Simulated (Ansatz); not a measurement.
**CH4OZn (SMILES [CH3][Zn][OH]) at CCSD/cc-pVDZ**

Aim: the vertical ionisation energy of CH4OZn at CCSD/cc-pVDZ, from 2 runs. 

Program for the calculation: Ansatz 0.2.0.

41 further runs of the same task are left out: 41 set aside as unsound or not needed. Runs told in other sessions of the task aren't counted.

**1. The system as given**

CH4OZn has 7 atoms, charge 0, and is taken as a singlet. As SMILES, `[CH3][Zn][OH]`. The coordinates come from a PBE0-D4/def2-TZVP relaxation.

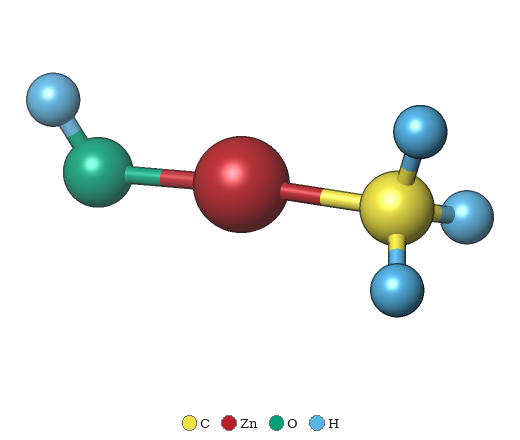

Viewed from a chosen angle; carbon yellow, zinc red, oxygen teal, hydrogen blue.

**2. A single-point energy at CCSD/cc-pVDZ**

Input file job.yaml:

```yaml
crystal:
  periodic: [false, false, false]
  atoms:
    - {symbol: C, position_ang: [-0.984000, 0.656300, -0.330100]}
    - {symbol: Zn, position_ang: [0.573500, -0.400800, 0.047300]}
    - {symbol: O, position_ang: [2.028700, -1.399800, 0.276400]}
    - {symbol: H, position_ang: [-1.755800, 0.047700, -0.805700]}
    - {symbol: H, position_ang: [-0.734800, 1.481900, -0.999900]}
    - {symbol: H, position_ang: [-1.397000, 1.075000, 0.590000]}
    - {symbol: H, position_ang: [2.330400, -1.528500, 1.176300]}
basis:
  gaussian:
    orbitals: cc-pVDZ
correlation:
  method: ccsd
  frozen_orbitals: {C: 1, H: 0, O: 1, Zn: 5}
accuracy: high
scf:
  omitted_lower_state_checks: [cluster_reference, increment]
```

Launch:

```sh
$ ansatz run job.yaml --threads 1 --pin off --max-ram 3480MiB --events-out events.jsonl --progress --plain --runs-dir runs
```

The log of the run, shortened:

```text
Warning: RAYON_NUM_THREADS=1 ignored (pool sized by the plan → 1); use --threads N
Functional definition: HF
  name "HF"
[...]
2067 factors; integrals over basis functions are off by at most 1.0e-8 eV
[...]
mean field -51508.80908015 eV, -1892.9138197707 hartree, gradient 8.0e-8 eV, S^2 0.000000; 0 other end points of the search recorded, 0 dependent functions left out
7 core orbitals not correlated: weight in the atoms' cores, before any rotation towards them, 1.000 or more for the frozen orbitals, at most 0.000 for the correlated occupied ones
reference -51508.80908015 eV, -1892.9138197707 hartree; 17, 17 occupied and 67, 67 virtual orbitals, 2067 factors
second order -26.95791983 eV of doubles, -0.00000000 eV of singles
cycle   1  -24.13534835 eV  change     2.8e0 eV  update   1.6e-1
[...]
cycle  22  -25.42157155 eV  change   9.4e-10 eV  update   1.7e-9
Total energy: -51534.23065170 eV, -1893.8480452937 hartree
Checks for a lower state left out: cluster_reference, increment
```

It took 34 s on 1 thread of Arm Neoverse V2, shared host; peak memory 0.61 GiB.

**3. The doublet cation at the same level**

Input file run.yaml:

```yaml
basis:
  gaussian:
    orbitals: cc-pVDZ
crystal:
  periodic: [false, false, false]
  atoms:
    - {symbol: C, position_ang: [-0.984000, 0.656300, -0.330100]}
    - {symbol: Zn, position_ang: [0.573500, -0.400800, 0.047300]}
    - {symbol: O, position_ang: [2.028700, -1.399800, 0.276400]}
    - {symbol: H, position_ang: [-1.755800, 0.047700, -0.805700]}
    - {symbol: H, position_ang: [-0.734800, 1.481900, -0.999900]}
    - {symbol: H, position_ang: [-1.397000, 1.075000, 0.590000]}
    - {symbol: H, position_ang: [2.330400, -1.528500, 1.176300]}
total_charge: 1
magnetization:
  spin_polarized: true
  initial_magnetization: 1
correlation:
  method: ccsd
  frozen_orbitals: {C: 1, H: 0, O: 1, Zn: 5}
accuracy: high
scf:
  omitted_lower_state_checks: [cluster_reference, increment]
```

Launch:

```sh
$ ansatz run run.yaml --threads 1 --pin off --max-ram 3480MiB --events-out events.jsonl --progress --plain --runs-dir runs
```

The log of the run, shortened:

```text
Warning: RAYON_NUM_THREADS=1 ignored (pool sized by the plan → 1); use --threads N
Functional definition: HF
  name "HF"
[...]
2067 factors; integrals over basis functions are off by at most 1.0e-8 eV
[...]
mean field -51500.04221786 eV, -1892.5916435241 hartree, gradient 2.3e-8 eV, S^2 0.755917; 11 other end points of the search recorded, 0 dependent functions left out
7 core orbitals not correlated: weight in the atoms' cores, before any rotation towards them, 1.000 or more for the frozen orbitals, at most 0.000 for the correlated occupied ones
reference -51500.04221786 eV, -1892.5916435241 hartree; 17, 16 occupied and 67, 68 virtual orbitals, 2067 factors
second order -25.28500741 eV of doubles, -0.00000000 eV of singles
cycle   1  -22.84937747 eV  change     2.4e0 eV  update   1.5e-1
[...]
cycle  37  -24.05719552 eV  change    1.2e-9 eV  update   3.8e-9
Total energy: -51524.09941338 eV, -1893.4757291529 hartree
Checks for a lower state left out: cluster_reference, increment
```

It took 3.5 min on 1 thread of Arm Neoverse V2, shared host; peak memory 1.3 GiB.

**4. Summary of results**

At CCSD/cc-pVDZ, 7 core orbitals frozen:

```
                                                   quantity           value
                               singlet CH4OZn: total energy  -1893.84805 Eh
singlet CH4OZn: correlation energy (7 core orbitals frozen)      -934.2 mEh
                              singlet CH4OZn: T1 diagnostic           0.017
                               doublet cation: total energy  -1893.47573 Eh
doublet cation: correlation energy (7 core orbitals frozen)      -884.1 mEh
          doublet cation: ⟨S²⟩ of the reference determinant           0.756
                              doublet cation: T1 diagnostic           0.016
         vertical ionisation energy (to the doublet cation)       10.131 eV
```

The vertical ionisation energy comes to 10.13 eV (234 kcal/mol).
